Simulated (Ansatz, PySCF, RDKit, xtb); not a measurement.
**Which structure has the formula GeSiHF2?**

Task: start from the formula GeSiHF2 (odd number of electrons), draw up candidate structures, narrow them down in stages, and characterise the one that lies lowest at 298.15 K.

Plan: many cheap relaxations first (GFN2-xTB), then density-functional screening, relaxation at B3LYP-D3(BJ)/def2-SVP, vibrations and a final energy. The numbers are computed, not measured.

6 further runs of the same task are left out: 6 set aside as unsound or not needed.

## Step 1: Possible bonding patterns

All bonding patterns within simple valence rules are listed by program: one Lewis structure each, at most two rings and one unusual centre or charged pair. O–O, O–halogen and N–halogen bonds and N–N–N chains are not drawn. That gives 6 candidates.

```
label              SMILES     spin
 c177    F/[Si]=[GeH]\[F]  doublet
 c192    F/[SiH]=[Ge]\[F]  doublet
 c623  [F][Ge]([F])=[SiH]  doublet
 c651      F[Si](F)=[GeH]  doublet
 c930    F/[Si]=[GeH]/[F]  doublet
 c941    F/[SiH]=[Ge]/[F]  doublet
```

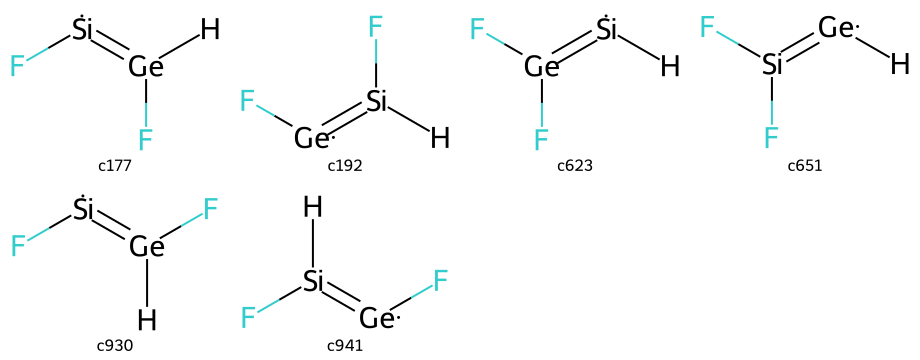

Structural formulas of the candidates.

Candidates are built by distance geometry, with a force field where one applies, in up to four conformers (letters a to d). 10 starts with atoms placed at random are added, to find patterns that the rules miss.

## Step 2: First filter: tight binding

All 22 starts are relaxed the same way. One of them, c188 (atoms placed at random), in full:

The input, start.xyz:

```xyz
5
c188
F     -1.388180     1.252250    -0.643160
F      1.871490     0.017320    -0.647350
Ge     0.734940    -1.183120    -1.507990
Si     0.338210     0.495750     0.485330
H     -0.267690    -0.576020     0.830040
```

On the command line:

```bash
$ xtb start.xyz --gfn 2 --opt --uhf 1
```

Standard output (excerpt; [...] marks lines left out):

```text
* xtb version 6.7.1
[...]
          :  # basis functions                  29          :
[...]
          :  # electrons                        23          :
[...]
          :  Hamiltonian                  GFN2-xTB          :
[...]
          :  net charge                          0          :
          :  unpaired electrons                  1          :
[...]
   *** convergence criteria satisfied after 20 iterations ***
[...]
   *** GEOMETRY OPTIMIZATION CONVERGED AFTER 42 ITERATIONS ***
[...]
   *** convergence criteria satisfied after 3 iterations ***
[...]
         ::                     SUMMARY                     ::
         :::::::::::::::::::::::::::::::::::::::::::::::::::::
         :: total energy             -13.732660884532 Eh    ::
         :: gradient norm              0.000584625019 Eh/a0 ::
         :: HOMO-LUMO gap              1.555558496645 eV    ::
         ::.................................................::
         :: SCC energy               -13.756516675487 Eh    ::
         :: -> isotropic ES            0.026838183850 Eh    ::
         :: -> anisotropic ES          0.000225480654 Eh    ::
         :: -> anisotropic XC         -0.003003020475 Eh    ::
         :: -> dispersion             -0.002900380702 Eh    ::
         :: repulsion energy           0.023855790955 Eh    ::
         :: add. restraining           0.000000000000 Eh    ::
         :: total charge              -0.000000000000 e     ::
         :::::::::::::::::::::::::::::::::::::::::::::::::::::
[...]
        12        1.0000           -0.3028913              -8.2421 (HOMO)
        13                         -0.2457256              -6.6865 (LUMO)
[...]
     #   Z          covCN         q      C6AA      α(0)
     1   9 F        0.704    -0.314    12.492     4.173
     2   9 F        0.707    -0.349    12.909     4.242
     3  32 Ge       1.642     0.254   251.325    33.165
     4  14 Si       2.556     0.448   177.684    29.240
     5   1 H        0.917    -0.039     3.832     3.062
[...]
     #   Z sym  total        # sym  WBO       # sym  WBO       # sym  WBO
 ---------------------------------------------------------------------------
     1   9 F    1.147 --     4 Si   1.072
     2   9 F    1.136 --     3 Ge   1.111
     3  32 Ge   2.596 --     4 Si   1.342     2 F    1.111
     4  14 Si   3.305 --     3 Ge   1.342     1 F    1.072     5 H    0.870
     5   1 H    0.998 --     4 Si   0.870
 ---------------------------------------------------------------------------
[...]
molecular dipole:
                 x           y           z       tot (Debye)
 q only:       -0.324       0.161      -0.010
   full:       -0.390       0.237      -0.156       1.226
molecular quadrupole (traceless):
[...]
          | TOTAL ENERGY              -13.732660884532 Eh   |
          | GRADIENT NORM               0.000584625019 Eh/α |
          | HOMO-LUMO GAP               1.555558496645 eV   |
           -------------------------------------------------
[...]
```

It took 0.14 s on 1 thread of Intel Xeon 6975P-C (Granite Rapids), shared host.

## Step 3: The minima found

22 of the 22 relaxations converged; 13 ended on a minimum already found. 9 distinct structures remain:

```
label             start         SMILES after     spin  energy (kcal/mol)        note
 c634  random and drawn        F[SiH][Ge][F]  doublet                0.0            
 c868  random and drawn        F[SiH][Ge][F]  doublet                4.4            
 c575  random and drawn  [F][Ge]([F])[SiH] ‡  doublet                9.7            
c623b             drawn  [F][Ge]([F])[SiH] ‡  doublet                9.7            
c651a             drawn       F[Si](F)=[GeH]  doublet                9.8            
 c543            random        F[Si][GeH][F]  doublet               16.3            
 c367            random        F.[F][Ge][Si]  doublet               69.0  fell apart
 c532            random        F.[F][Ge][Si]  doublet               69.0  fell apart
 c937            random        F.[F][Ge][Si]  doublet               69.0  fell apart
```

‡ marks the bonded skeleton alone, with all bonds drawn single: no Lewis structure was assigned that passes a check against the bond lengths.

GFN2-xTB has no spin polarisation, so it can't rank spin states and is rough for open shells.

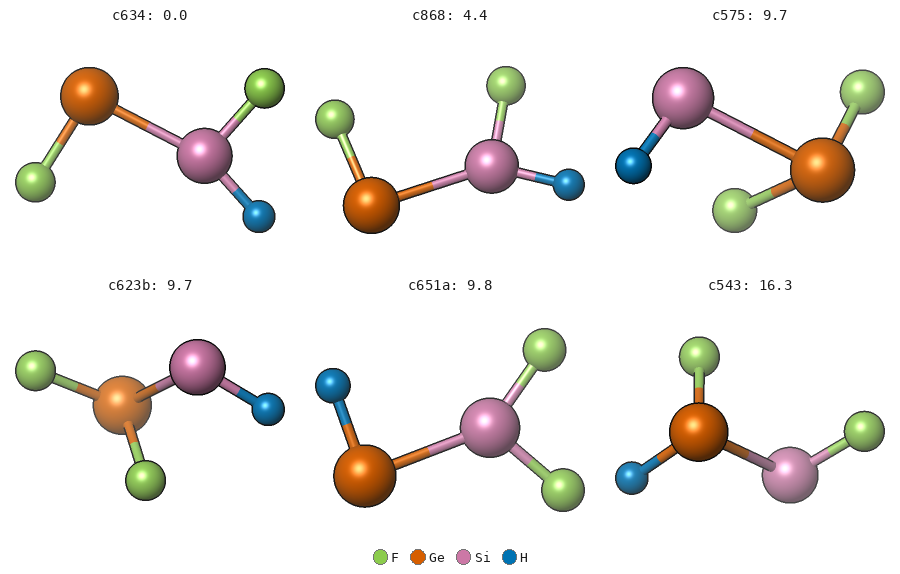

The 6 lowest minima that did not fall apart, with their GFN2-xTB energies in kcal/mol.

## Step 4: Second filter: single points

A choice of the minima (the low ones first, few conformers of a pattern, up to a cap) and the lowest that fell apart get a single point at r2SCAN-D4/def2-SVP on the tight-binding geometry, and one at HF/STO-3G for comparison. The first, c634:

The input, input.yaml:

```yaml
crystal:
  periodic: [false, false, false]
  atoms:
    - symbol: F
      position_ang: [-0.574824, 0.790652, 1.283208]
    - symbol: F
      position_ang: [-0.653747, -1.657523, -2.487464]
    - symbol: Ge
      position_ang: [-1.694378, -0.827113, -1.210620]
    - symbol: Si
      position_ang: [0.116318, -0.020412, 0.036136]
    - symbol: H
      position_ang: [1.511181, 0.230756, 0.426860]
basis:
  gaussian: {orbitals: def2-SVP}
total_charge: 0
scf: {lower_state_search: off}
magnetization: {spin_polarized: true, initial_magnetization: 1}
hamiltonian: {xc: {name: r2SCAN}, dispersion: d4}
output: {orbitals: {seedname: orbitals}}
```

On the command line:

```bash
$ ansatz run input.yaml --threads 1 --pin off --max-ram 2610MiB --events-out events.jsonl --progress --plain --runs-dir runs
```

Standard output (excerpt; [...] marks lines left out):

```text
Warning: RAYON_NUM_THREADS=1 ignored (pool sized by the plan → 1); use --threads N
Functional definition: r2SCAN
  name "r2SCAN"
[...]
901 factors; their error is unknown
[...]
mean field -69829.30124203 eV, -2566.1794886443 hartree, gradient 9.5e-6 eV, S^2 0.757851; 0 other end points of the search recorded, 0 dependent functions left out
reference -69829.30125189 eV, -2566.1794890064 hartree; 33, 32 occupied and 50, 51 virtual orbitals, 901 factors
Total energy: -69829.32616640 eV, -2566.1804045981 hartree
Checks for a lower state left out: stability, starts, cluster_reference, orbital_swaps, neighbouring_geometries, increment
```

Run time: 2.8 s. Hardware: 1 thread of Intel Xeon 6975P-C (Granite Rapids), shared host.

Relative energies in kcal/mol, each column from its lowest structure that stays in one piece:

```
label               SMILES     spin  GFN2-xTB  HF/STO-3G  r2SCAN-D4/def2-SVP
c651a       F[Si](F)=[GeH]  doublet       9.8        0.0                 0.0
 c634        F[SiH][Ge][F]  doublet       0.0       14.8                19.2
 c868        F[SiH][Ge][F]  doublet       4.4       13.2                19.3
 c543        F[Si][GeH][F]  doublet      16.3       18.8                34.2
c623b  [F][Ge]([F])[SiH] ‡  doublet       9.7       35.0                40.0
 c575  [F][Ge]([F])[SiH] ‡  doublet       9.7       35.6                40.9
 c367        F.[F][Ge][Si]  doublet      69.0       88.0                78.0
```

‡ marks the bonded skeleton alone, with all bonds drawn single: no Lewis structure was assigned that passes a check against the bond lengths.

## Step 5: Refinement at B3LYP-D3(BJ)/def2-SVP

3 candidates are relaxed at B3LYP-D3(BJ)/def2-SVP (chosen among the lowest in one piece). The first, c651a:

The input, input.yaml:

```yaml
crystal:
  periodic: [false, false, false]
  atoms:
    - {symbol: F, position_ang: [-1.822976, 2.283934, 2.017933]}
    - {symbol: F, position_ang: [-0.509700, 1.229304, 3.687524]}
    - {symbol: Ge, position_ang: [-2.154517, -0.959666, 1.135365]}
    - {symbol: Si, position_ang: [-1.389999, 0.778921, 2.412048]}
    - {symbol: H, position_ang: [-1.358789, -1.959569, 2.106093]}
basis:
  gaussian:
    orbitals: def2-SVP
relax:
  f_tol: 0.003
hamiltonian:
  xc: {name: B3LYP}
  dispersion: d3bj
magnetization:
  spin_polarized: true
  initial_magnetization: 1
```

On the command line:

```bash
$ ansatz run input.yaml --threads 1 --pin off --max-ram 2610MiB --events-out events.jsonl --progress --plain --runs-dir runs
```

Standard output (excerpt; [...] marks lines left out):

```text
Warning: RAYON_NUM_THREADS=1 ignored (pool sized by the plan → 1); use --threads N
[...]
Functional definition: B3LYP
  name "B3LYP"
[...]
836 factors; integrals over basis functions are off by at most 3.4e-4 eV
[...]
mean field -69834.91893627 eV, -2566.3859350998 hartree, gradient 8.8e-5 eV, S^2 0.752508; 0 other end points of the search recorded, 0 dependent functions left out
[...]
reference -69834.91914240 eV, -2566.3859426750 hartree; 33, 32 occupied and 50, 51 virtual orbitals, 836 factors
relax step   1: F+E_penalty+E_count = -69835.12710026 eV  Δ(F+E_penalty+E_count) = +0.000e0 eV  max|allowed force component| = 1.143e0 eV/Å  Δτ_max = 0.0000 Å  (29 SCF iters, accepted)
[...]
relax step   6: F+E_penalty+E_count = -69835.27898009 eV  Δ(F+E_penalty+E_count) = -1.117e-3 eV  max|allowed force component| = 1.382e-2 eV/Å  Δτ_max = 0.0102 Å  (30 SCF iters, accepted)
[...]
relax step   7: F+E_penalty+E_count = -69835.27900691 eV  Δ(F+E_penalty+E_count) = -2.683e-5 eV  max|allowed force component| = 1.404e-3 eV/Å  Δτ_max = 0.0036 Å  (29 SCF iters, accepted)
836 factors; integrals over basis functions are off by at most 3.8e-4 eV
[...]
mean field -69835.07071174 eV, -2566.3915127453 hartree, gradient 8.7e-6 eV, S^2 0.752583; 1 other end points of the search recorded, 0 dependent functions left out
[...]
reference -69835.07091991 eV, -2566.3915203956 hartree; 33, 32 occupied and 50, 51 virtual orbitals, 836 factors
Total energy: -69835.27921509 eV, -2566.3991751021 hartree
Atom 0 at    -1.830358     2.390773     2.020556 Å, force     0.000562     0.000829     0.000212 eV/Å
Atom 1 at    -0.508853     0.971214     3.653468 Å, force    -0.000433     0.000868     0.000323 eV/Å
Atom 2 at    -2.161506    -1.044174     1.112746 Å, force    -0.000734    -0.000320     0.000091 eV/Å
Atom 3 at    -1.450676     0.849723     2.341941 Å, force     0.000051    -0.001404    -0.000222 eV/Å
Atom 4 at    -1.284588    -1.794612     2.230252 Å, force     0.000555     0.000026    -0.000404 eV/Å
Dipole moment:    -0.038093    -0.092112    -0.064328 e Å
```

It took 25 s on 1 thread of Intel Xeon 6975P-C (Granite Rapids), shared host.

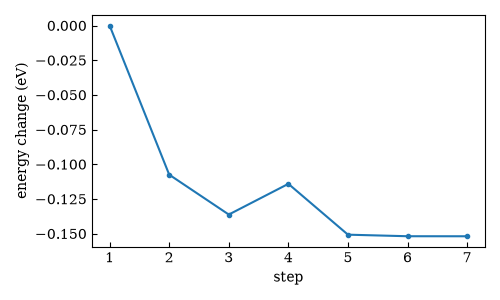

Energy along the run, all evaluated steps.

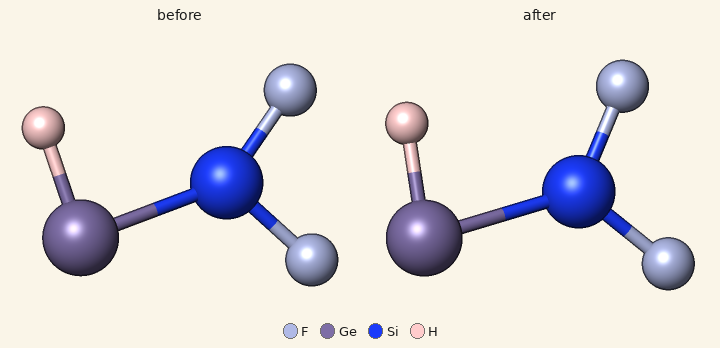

Before and after, at one scale.

After the run. Bond lengths: F1–Si4 1.619 Å, F2–Si4 1.619 Å, Ge3–Si4 2.367 Å, Ge3–H5 1.607 Å. Angles: F1–Si4–F2 103.0°, F1–Si4–Ge3 126.0°, F2–Si4–Ge3 130.9°, Si4–Ge3–H5 81.3°.

## Step 6: Ranking at B3LYP-D3(BJ)/def2-SVP

```
label     spin  r2SCAN-D4/def2-SVP (kcal/mol)  B3LYP-D3(BJ)/def2-SVP, relaxed (kcal/mol)  time
c651a  doublet                            0.0                                        0.0  25 s
 c634  doublet                           19.2                                       14.9  43 s
 c868  doublet                           19.3                                       16.0  37 s
```

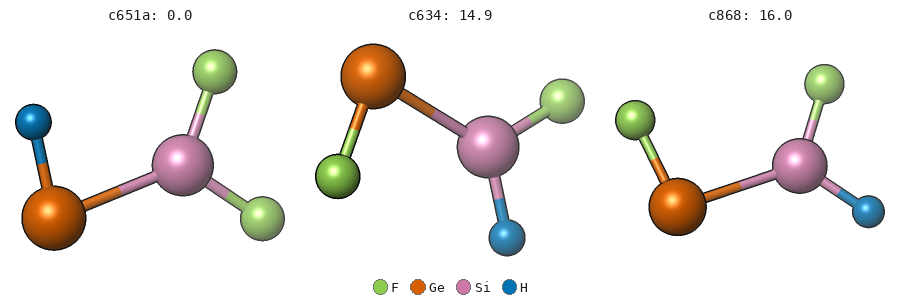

The relaxed structures, with energies at B3LYP-D3(BJ)/def2-SVP in kcal/mol.

## Step 7: Harmonic analysis of the finalists

The lowest few in one piece go on as finalists. Harmonic vibrations at B3LYP-D3(BJ)/def2-SVP test each finalist and give the zero-point energy and the thermal terms. The first, c651a:

The input, input.yaml:

```yaml
crystal:
  periodic: [false, false, false]
  atoms:
    - {symbol: F, position_ang: [-1.830358, 2.390773, 2.020556]}
    - {symbol: F, position_ang: [-0.508853, 0.971214, 3.653468]}
    - {symbol: Ge, position_ang: [-2.161506, -1.044174, 1.112746]}
    - {symbol: Si, position_ang: [-1.450676, 0.849723, 2.341941]}
    - {symbol: H, position_ang: [-1.284588, -1.794612, 2.230252]}
basis:
  gaussian: {orbitals: def2-SVP}
hamiltonian: {xc: {name: B3LYP}, dispersion: d3bj}
magnetization: {spin_polarized: true, initial_magnetization: 1}
scf: {lower_state_search: "off"}
phonons: {}
```

On the command line:

```bash
$ ansatz run input.yaml --threads 1 --pin off --max-ram 2610MiB --events-out events.jsonl --progress --plain --runs-dir runs
```

Standard output (excerpt; [...] marks lines left out):

```text
Warning: RAYON_NUM_THREADS=1 ignored (pool sized by the plan → 1); use --threads N
[... 2 set-up lines as earlier in the session ...]
[...]
839 factors; integrals over basis functions are off by at most 3.6e-4 eV
[...]
mean field -69835.07071192 eV, -2566.3915127519 hartree, gradient 2.3e-6 eV, S^2 0.752583; 0 other end points of the search recorded, 0 dependent functions left out
[...]
reference -69835.07091913 eV, -2566.3915203668 hartree; 33, 32 occupied and 50, 51 virtual orbitals, 839 factors
[...]
839 factors; integrals over basis functions are off by at most 3.6e-4 eV
mean field -69835.07070306 eV, -2566.3915124264 hartree, gradient 2.9e-6 eV, S^2 0.752582; 0 other end points of the search recorded, 0 dependent functions left out
[...]
reference -69835.07091027 eV, -2566.3915200411 hartree; 33, 32 occupied and 50, 51 virtual orbitals, 839 factors
[...]
reference -69835.07091205 eV, -2566.3915201067 hartree; 33, 32 occupied and 50, 51 virtual orbitals, 839 factors
Total energy: -69835.27921430 eV, -2566.3991750732 hartree
Atom 0 at    -1.830358     2.390773     2.020556 Å, force     0.000576     0.000856     0.000232 eV/Å
Atom 1 at    -0.508853     0.971214     3.653468 Å, force    -0.000456     0.000854     0.000293 eV/Å
Atom 2 at    -2.161506    -1.044174     1.112746 Å, force    -0.000677    -0.000192     0.000191 eV/Å
Atom 3 at    -1.450676     0.849723     2.341941 Å, force    -0.000018    -0.001396    -0.000314 eV/Å
Atom 4 at    -1.284588    -1.794612     2.230252 Å, force     0.000575    -0.000123    -0.000402 eV/Å
Dipole moment:    -0.038096    -0.092110    -0.064331 e Å
Vibrations: 122.04 122.97 225.22 227.02 367.02 586.86 885.46 925.92 1878.80 cm⁻¹, zero-point energy 0.331118 eV
Checks for a lower state left out: stability, starts, cluster_reference, orbital_swaps, neighbouring_geometries, increment
```

Wall time 59 s (1 thread of Intel Xeon 6975P-C (Granite Rapids), shared host).

## Step 8: Zero-point energy and free-energy terms

At 298.15 K and 1 atm, ideal gas, rigid rotor and harmonic oscillator:

```
label               SMILES     spin  point group  lowest mode (cm⁻¹)  zero-point (kcal/mol)  G − E (kcal/mol)
c651a  [F][Si]([F])[GeH] ‡  doublet           Cs                 122                    7.6             -12.3
 c634        F[SiH][Ge][F]  doublet           Cs                  81                    7.7             -12.7
 c868        F[SiH][Ge][F]  doublet           Cs                  71                    7.7             -12.7
```

‡ marks the bonded skeleton alone, with all bonds drawn single: no Lewis structure was assigned that passes a check against the bond lengths.

## Step 9: Energies at the top level

Each finalist gets a single point at CCSD(T)/def2-SVP + MP2/def2-TZVPP - MP2/def2-SVP.

c651a, CCSD(T)/def2-SVP:

input.yaml: that of step 7 with these lines changed.

```diff
@@ -9,6 +9,12 @@
 basis:
-  gaussian: {orbitals: def2-SVP}
-hamiltonian: {xc: {name: B3LYP}, dispersion: d3bj}
-magnetization: {spin_polarized: true, initial_magnetization: 1}
-scf: {lower_state_search: "off"}
-phonons: {}
+  gaussian:
+    orbitals: def2-SVP
+total_charge: 0
+magnetization:
+  spin_polarized: true
+  initial_magnetization: 1
+correlation:
+  method: ccsd_t
+  frozen_orbitals: {Ge: 9, H: 0, F: 1, Si: 5}
+scf:
+  omitted_lower_state_checks: [cluster_reference]
```

On the command line:

```bash
$ ansatz run input.yaml --threads 1 --pin off --max-ram 2610MiB --events-out events.jsonl --progress --plain --runs-dir runs
```

Standard output (excerpt; [...] marks lines left out):

```text
Warning: RAYON_NUM_THREADS=1 ignored (pool sized by the plan → 1); use --threads N
Functional definition: HF
  name "HF"
[...]
789 factors; integrals over basis functions are off by at most 1.1e-3 eV
[...]
mean field -69750.75962903 eV, -2563.2931376040 hartree, gradient 2.0e-6 eV, S^2 0.765362; 0 other end points of the search recorded, 0 dependent functions left out
16 core orbitals not correlated: weight in the atoms' cores, before any rotation towards them, 1.000 or more for the frozen orbitals, at most 0.000 for the correlated occupied ones
reference -69750.75962903 eV, -2563.2931376040 hartree; 17, 16 occupied and 50, 51 virtual orbitals, 789 factors
second order -18.04218435 eV of doubles, -0.00000000 eV of singles
cycle   1  -17.83862362 eV  change    2.0e-1 eV  update   1.2e-1
[...]
cycle  11  -18.45068066 eV  change   -5.2e-6 eV  update   2.0e-5
perturbative correction -0.45560960 eV, -0.0167433440 hartree
Total energy: -69769.66591930 eV, -2563.9879309560 hartree
Checks for a lower state left out: cluster_reference
```

It took 17 s on 1 thread of Intel Xeon 6975P-C (Granite Rapids), shared host.

## Step 10: c651a at MP2/def2-TZVPP

input.yaml: that of step 9 with these lines changed.

```diff
@@ -10,4 +10,6 @@
   gaussian:
-    orbitals: def2-SVP
-total_charge: 0
+    orbitals: def2-TZVPP
+correlation:
+  method: mp2
+  frozen_orbitals: {Ge: 9, H: 0, F: 1, Si: 5}
 magnetization:
@@ -15,6 +17 @@
   initial_magnetization: 1
-correlation:
-  method: ccsd_t
-  frozen_orbitals: {Ge: 9, H: 0, F: 1, Si: 5}
-scf:
-  omitted_lower_state_checks: [cluster_reference]
```

On the command line:

```bash
$ ansatz run input.yaml --threads 1 --pin off --max-ram 2610MiB --events-out events.jsonl --progress --plain --runs-dir runs
```

Standard output:

```text
Warning: RAYON_NUM_THREADS=1 ignored (pool sized by the plan → 1); use --threads N
[... 2 set-up lines as earlier in the session ...]
  exchange = exact_x
  correlation = 0
1063 factors; integrals over basis functions are off by at most 8.0e-4 eV
mean field evaluation 1: about -69765.5081 eV, gradient 2.6e1 eV
mean field evaluation 2: about -69765.5132 eV, gradient 2.6e1 eV
mean field evaluation 4: about -69768.0964 eV, gradient 1.9e0 eV
mean field evaluation 8: about -69768.1569 eV, gradient 2.1e-1 eV
mean field evaluation 16: about -69767.9001 eV, gradient 2.1e0 eV
mean field -69768.16042096 eV, -2563.9326049125 hartree, gradient 2.8e-6 eV, S^2 0.770131; 2 other end points of the search recorded, 0 dependent functions left out
16 core orbitals not correlated: weight in the atoms' cores, before any rotation towards them, 1.000 or more for the frozen orbitals, at most 0.000 for the correlated occupied ones
reference -69768.16042096 eV, -2563.9326049125 hartree; 17, 16 occupied and 133, 134 virtual orbitals, 1063 factors
second order -22.64133754 eV of doubles, -0.00000000 eV of singles
Total energy: -69790.80175850 eV, -2564.7646587202 hartree
```

Wall time 9.3 s (1 thread of Intel Xeon 6975P-C (Granite Rapids), shared host).

## Step 11: c634 at CCSD(T)/def2-SVP

The input, input.yaml:

```yaml
crystal:
  periodic: [false, false, false]
  atoms:
    - {symbol: F, position_ang: [-0.458525, 0.921841, 1.485795]}
    - {symbol: F, position_ang: [-0.373576, -1.541560, -2.307817]}
    - {symbol: Ge, position_ang: [-1.750779, -0.916981, -1.349513]}
    - {symbol: Si, position_ang: [-0.104949, 0.052393, 0.147605]}
    - {symbol: H, position_ang: [1.392379, 0.000667, 0.072051]}
basis:
  gaussian:
    orbitals: def2-SVP
correlation:
  method: ccsd_t
  frozen_orbitals: {Ge: 9, H: 0, F: 1, Si: 5}
magnetization:
  spin_polarized: true
  initial_magnetization: 1
scf:
  omitted_lower_state_checks: [cluster_reference]
```

On the command line:

```bash
$ ansatz run input.yaml --threads 1 --pin off --max-ram 2610MiB --events-out events.jsonl --progress --plain --runs-dir runs
```

Standard output (excerpt; [...] marks lines left out):

```text
Warning: RAYON_NUM_THREADS=1 ignored (pool sized by the plan → 1); use --threads N
[... 2 set-up lines as earlier in the session ...]
[...]
789 factors; integrals over basis functions are off by at most 1.1e-3 eV
[...]
mean field -69750.10256156 eV, -2563.2689908197 hartree, gradient 3.0e-6 eV, S^2 0.769938; 2 other end points of the search recorded, 0 dependent functions left out
16 core orbitals not correlated: weight in the atoms' cores, before any rotation towards them, 1.000 or more for the frozen orbitals, at most 0.000 for the correlated occupied ones
reference -69750.10256156 eV, -2563.2689908197 hartree; 17, 16 occupied and 50, 51 virtual orbitals, 789 factors
second order -17.86940889 eV of doubles, -0.00000000 eV of singles
cycle   1  -17.69308540 eV  change    1.8e-1 eV  update   1.2e-1
[...]
cycle  12  -18.35423533 eV  change   -1.2e-5 eV  update   2.3e-5
perturbative correction -0.45396134 eV, -0.0166827714 hartree
Total energy: -69768.91075822 eV, -2563.9601792985 hartree
Checks for a lower state left out: cluster_reference
```

Wall time 23 s (1 thread of Intel Xeon 6975P-C (Granite Rapids), shared host).

[end of part 1 of 2]
